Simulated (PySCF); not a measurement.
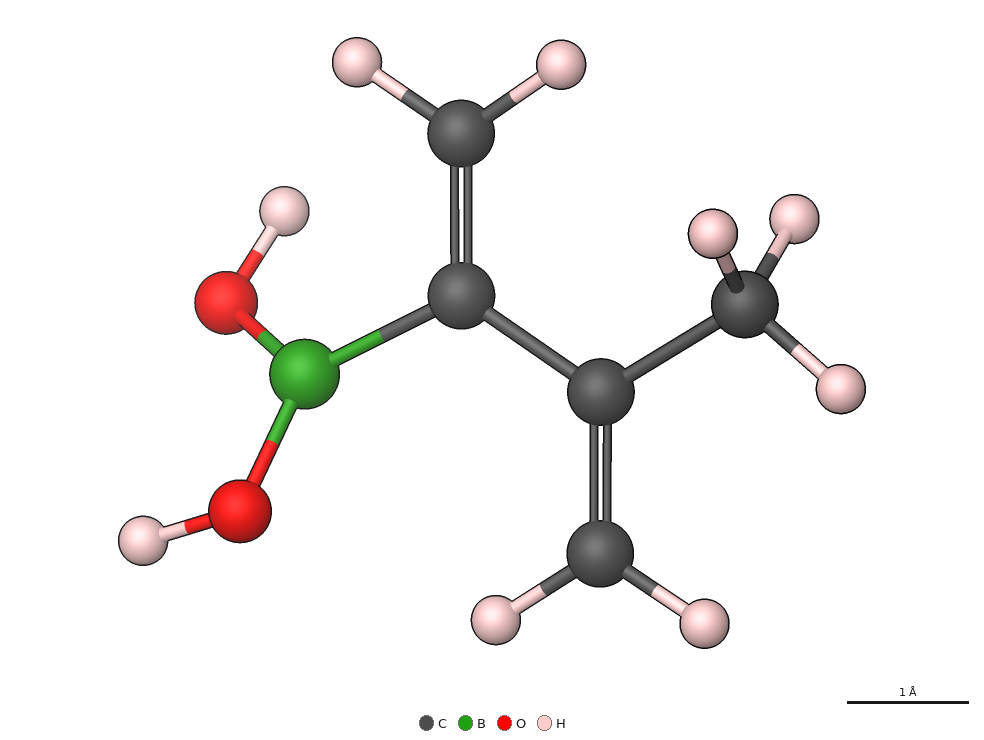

Ball-and-stick drawing of a structure. Double and triple bonds are drawn as two and three sticks.

The computed structure is the end point of a PBE0-D3(BJ)/def2-SVP optimisation. No frequency run is at hand to confirm it as a minimum.

What does the picture show?

The molecule is C₅H₉BO₂. As SMILES it reads `C=C(C)C(=C)B(O)O`. It has no ring. Among its groups: alkene. The point group is C1. Coordination: 4 C trigonal planar; 1 C tetrahedral; 1 B trigonal planar; 2 O bent.

More results for the same structure follow; atom numbers are the same in all pictures, views and colours differ.

**Geometry**

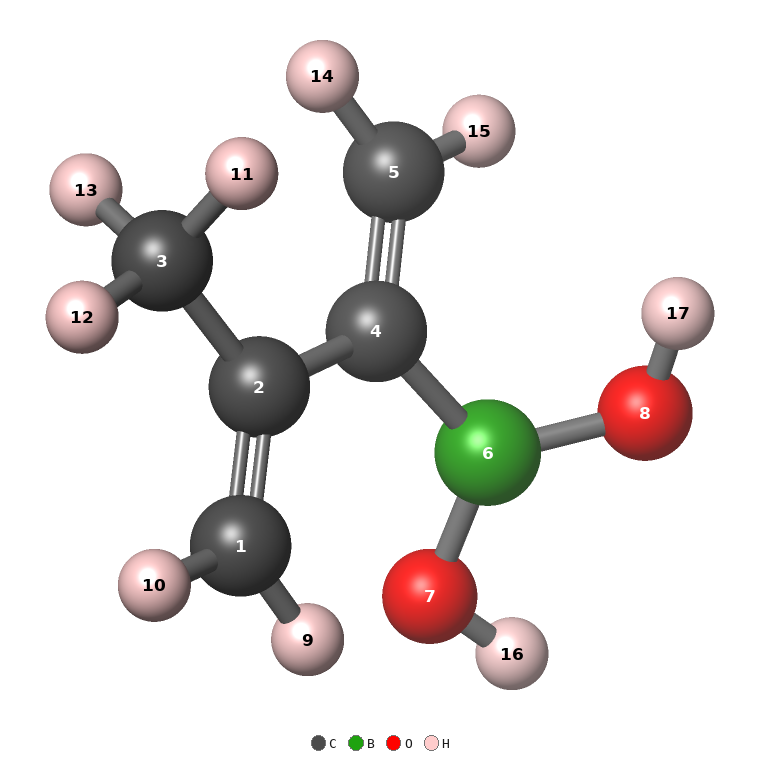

Numbered structure. No frequency run is at hand to confirm it as a minimum.

List the bonds and their lengths.

```
  bond  length (Å)   order
 C1–C2       1.345  double
 C1–H9       1.091  single
C1–H10       1.093  single
 C2–C3       1.502  single
 C2–C4       1.478  single
C3–H11       1.102  single
C3–H12       1.098  single
C3–H13       1.103  single
 C4–C5       1.350  double
 C4–B6       1.582  single
C5–H14       1.094  single
C5–H15       1.095  single
 B6–O7       1.358  single
 B6–O8       1.367  single
O7–H16       0.964  single
O8–H17       0.962  single
```

**NMR shielding**

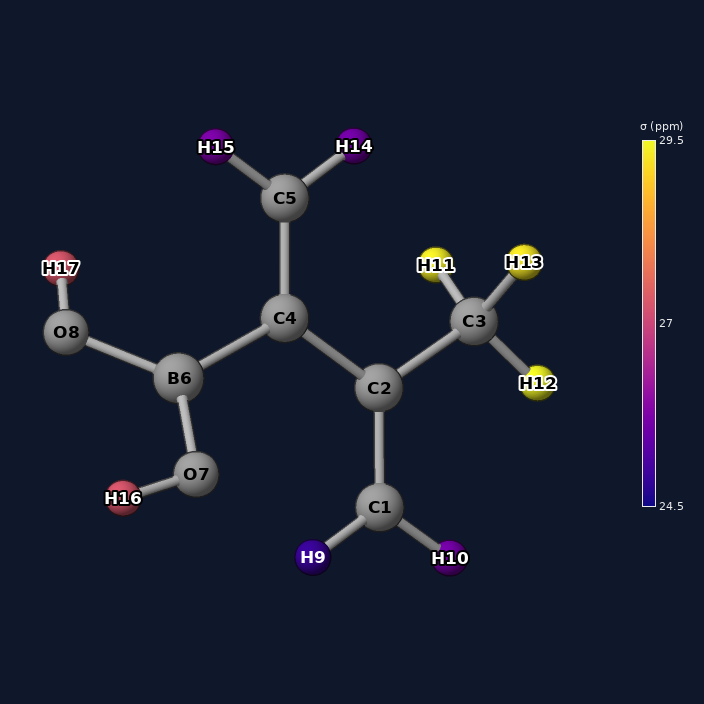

Atoms are coloured by their isotropic NMR shieldings (H only, the others grey). No frequency run is at hand to confirm it as a minimum. Properties computed with GIAO PBE0/pcSseg-1 NMR shielding, non-relativistic, gas phase (PySCF 2.14.0).

> Which H atom is the most shielded (lowest chemical shift)?

H12 (29.45 ppm).

> Which H atom is the least shielded (highest chemical shift)?

H9 (24.92 ppm).

> How wide is the range of H shifts?

4.53 ppm.

List the isotropic NMR shieldings of the H atoms.

| atom | σ (ppm) |
| --- | --- |
| H9 | 24.92 |
| H10 | 25.65 |
| H11 | 29.37 |
| H12 | 29.45 |
| H13 | 29.30 |
| H14 | 25.61 |
| H15 | 25.73 |
| H16 | 27.26 |
| H17 | 27.27 |

**Quadrupole coupling**

No frequency run is at hand to confirm it as a minimum. Electric field gradients from the ground-state density, B3LYP/pcJ-1 (PySCF 2.14.0), non-relativistic apart from any core potentials.

Give the largest field-gradient component, the quadrupole coupling constant and the asymmetry for 11B at B6 (Q = 40.59 mb), 17O at O7 (Q = −25.6 mb), 17O at O8 (Q = −25.6 mb).

```tsv
atom	V_zz (a.u.)	e²qQ/h (MHz)	η
B6	0.325	3.10	0.39
O7	1.372	−8.25	0.16
O8	1.346	−8.10	0.22
```

**Dipole moment**

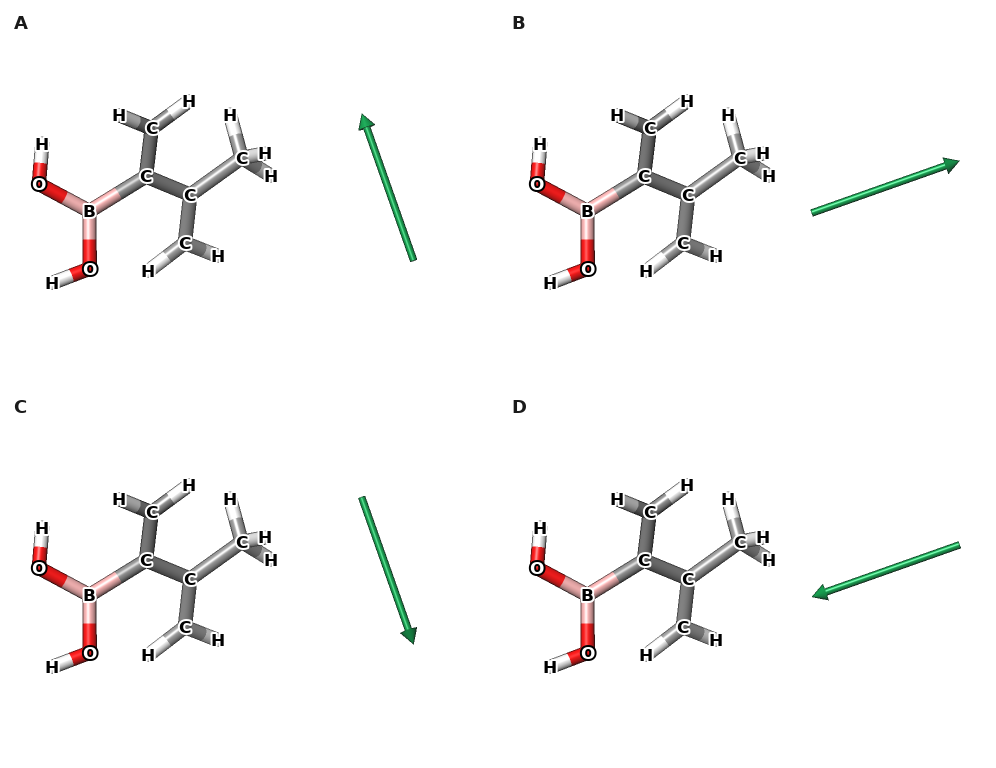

The same molecule four times, each with an arrow. No frequency run is at hand to confirm it as a minimum. Properties computed with B3LYP/pcJ-1, gas phase (PySCF 2.14.0).

> Which arrow points along the dipole moment, from the negative to the positive end?

A. The dipole moment is 1.32 D.
